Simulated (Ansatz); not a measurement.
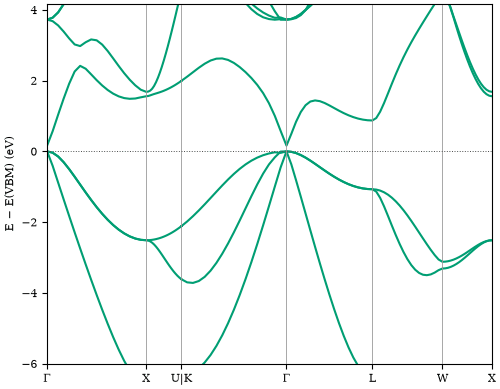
Figure. Band structure from PBE in the plane-wave PAW code Ansatz

Task: Read off the gap and where the band edges lie.

Result: About 0.2 eV (0.16 eV by a search for the band edges); maximum at Γ, minimum at Γ.

Task: Which compound is it?
A) GaP, zinc blende
B) GaAs, zinc blende
C) AlAs, zinc blende

Result: B, GaAs, zinc blende

Space group F-43m (zinc blende). The cell was relaxed with PBE under the symmetry of its start; phonons on a q-mesh show no instability. Scalar-relativistic: spin–orbit coupling is off unless named, which matters more the heavier the elements.

Potentials: the later of the program's two PAW sets.
